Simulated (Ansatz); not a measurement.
**Frequency calculation, with input and output: C₂H₅Br**

- system: C₂H₅Br, SMILES CCBr
- method: MP2/6-31G*, RHF (Ansatz 0.2.0)

The geometry was optimised with MP2/6-31G*. Figures and captions count atoms from 1; the log counts them from 0 in places.

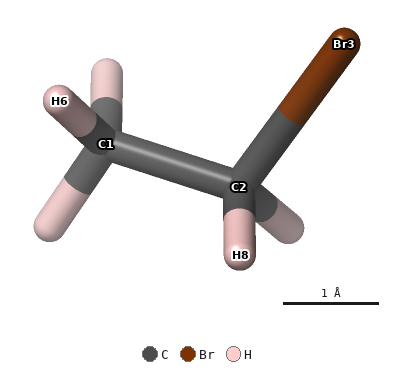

Fig. 1: The input geometry (stick view, seen at a tilt; atoms are numbered from 1 in the order of the input).

## Results in brief

| quantity | value |
| --- | --- |
| outcome | converged |
| total energy | −2651.281237 hartree |
| SCF energy | −2650.755088 hartree |
| MP2 energy | −2651.281237 hartree |
| correlation energy | −0.526149 hartree |
| basis functions | 75 |
| largest force | 0.000 eV/Å |
| SCF solution under orbital rotations | stable |
| zero-point energy | 0.068190 hartree |
| wavenumbers, lowest and highest | 278 and 3243 cm⁻¹ |
| hardware | 1 thread of Arm Neoverse V1, 24 GiB of memory available, shared host |
| wall time | 2.2 min |
| peak memory | 0.2 GiB |

## Input
```yaml
crystal:
  periodic: [false, false, false]
  atoms:
    - symbol: C
      position_ang: [-0.431502, 0.593320, -0.330538]
    - symbol: C
      position_ang: [0.244555, -0.643932, 0.224097]
    - symbol: Br
      position_ang: [2.003202, -0.217401, 0.975420]
    - symbol: H
      position_ang: [-1.408702, 0.317123, -0.740575]
    - symbol: H
      position_ang: [0.164826, 1.041281, -1.127720]
    - symbol: H
      position_ang: [-0.582153, 1.340729, 0.450779]
    - symbol: H
      position_ang: [0.425509, -1.394343, -0.545054]
    - symbol: H
      position_ang: [-0.323534, -1.094077, 1.037791]
basis:
  gaussian:
    orbitals: "6-31G*"
correlation:
  method: mp2
phonons:
  temperatures: {t_min: 298.15, t_max: 298.15, t_step: 1}
total_charge: 0
```

Run as:
```bash
ansatz run molecule.yaml --threads 1 --pin off --max-ram 3480MiB --events-out events.jsonl --progress --plain --runs-dir runs
```

## Log
```
Functional definition: HF
  name "HF"
  exchange = exact_x
  correlation = 0
these checks for a lower state are left out or cut short: cluster_reference
848 factors; integrals over basis functions are off by at most 3.4e-4 eV
mean field evaluation 1: about -72129.5800 eV, gradient 1.9e1 eV
mean field evaluation 2: about -72129.6197 eV, gradient 1.9e1 eV
mean field evaluation 4: about -72130.7078 eV, gradient 2.2e0 eV
mean field evaluation 8: about -72130.7205 eV, gradient 1.1e-1 eV
mean field -72130.72053698 eV, -2650.7550877756 hartree, gradient 3.9e-6 eV, S^2 0.000000; 0 other end points of the search recorded, 0 dependent functions left out
11 core orbitals not correlated: weight in the atoms' cores, before any rotation towards them, 1.000 or more for the frozen orbitals, at most 0.000 for the correlated occupied ones
reference -72130.72053698 eV, -2650.7550877756 hartree; 15, 15 occupied and 49, 49 virtual orbitals, 848 factors
second order -14.31724348 eV of doubles, -0.00000000 eV of singles
the calculation of the forces begins
these checks for a lower state are left out or cut short: starts, cluster_reference, orbital_swaps, neighbouring_geometries, increment
848 factors; integrals over basis functions are off by at most 3.4e-4 eV
mean field evaluation 16: about -72130.7199 eV, gradient 1.4e-1 eV
mean field -72130.72001420 eV, -2650.7550685639 hartree, gradient 1.9e-6 eV, S^2 0.000000; 0 other end points of the search recorded, 0 dependent functions left out
[... from here on the field's lines of each further geometry are left out, up to the last ...]
11 core orbitals not correlated: weight in the atoms' cores, before any rotation towards them, 1.000 or more for the frozen orbitals, at most 0.000 for the correlated occupied ones
reference -72130.71966026 eV, -2650.7550555568 hartree; 15, 15 occupied and 49, 49 virtual orbitals, 848 factors
second order -14.31805016 eV of doubles, -0.00000000 eV of singles
the calculation of the forces begins
these checks for a lower state are left out or cut short: starts, cluster_reference, orbital_swaps, neighbouring_geometries, increment
848 factors; integrals over basis functions are off by at most 3.4e-4 eV
mean field -72130.72126928 eV, -2650.7551146870 hartree, gradient 1.5e-6 eV, S^2 0.000000; 0 other end points of the search recorded, 0 dependent functions left out
11 core orbitals not correlated: weight in the atoms' cores, before any rotation towards them, 1.000 or more for the frozen orbitals, at most 0.000 for the correlated occupied ones
reference -72130.72126928 eV, -2650.7551146870 hartree; 15, 15 occupied and 49, 49 virtual orbitals, 848 factors
second order -14.31644036 eV of doubles, -0.00000000 eV of singles
the calculation of the forces begins
Total energy: -72145.03778046 eV, -2651.2812367688 hartree
Atom 0 at    -0.431502     0.593320    -0.330538 Å, force     0.000137     0.000040     0.000001 eV/Å
Atom 1 at     0.244555    -0.643932     0.224097 Å, force     0.000122     0.000054     0.000037 eV/Å
Atom 2 at     2.003202    -0.217401     0.975420 Å, force    -0.000075     0.000009    -0.000036 eV/Å
Atom 3 at    -1.408702     0.317123    -0.740575 Å, force    -0.000117    -0.000045    -0.000042 eV/Å
Atom 4 at     0.164826     1.041281    -1.127720 Å, force     0.000004    -0.000027     0.000018 eV/Å
Atom 5 at    -0.582153     1.340729     0.450779 Å, force     0.000000    -0.000004     0.000038 eV/Å
Atom 6 at     0.425509    -1.394343    -0.545054 Å, force     0.000006    -0.000029    -0.000100 eV/Å
Atom 7 at    -0.323534    -1.094077     1.037791 Å, force    -0.000079     0.000002     0.000085 eV/Å
Dipole moment:    -0.432249    -0.063700    -0.192468 e Å
Vibrations: 278.40 296.37 599.13 800.75 1015.55 1085.60 1123.05 1313.34 1345.22 1472.43 1548.43 1548.98 1562.12 3111.71 3168.33 3200.90 3218.49 3243.14 cm⁻¹, zero-point energy 1.855544 eV
Checks for a lower state left out: cluster_reference
```

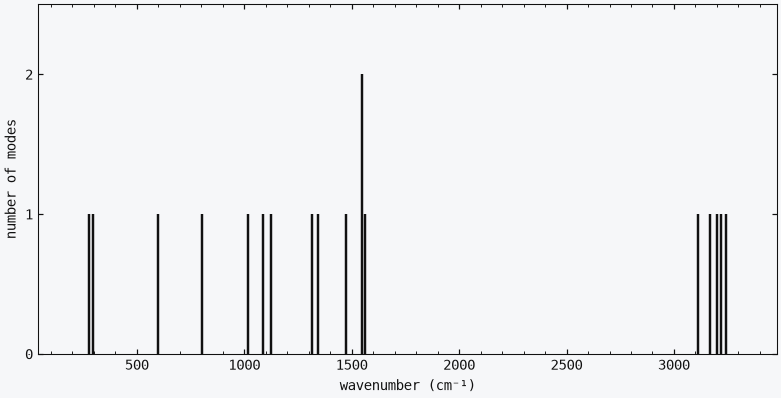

Fig. 2: Harmonic vibrational wavenumbers from the force constants; neighbouring modes closer than 13 cm⁻¹ are counted in one stick. 18 modes from 278 to 3243 cm⁻¹, none imaginary.
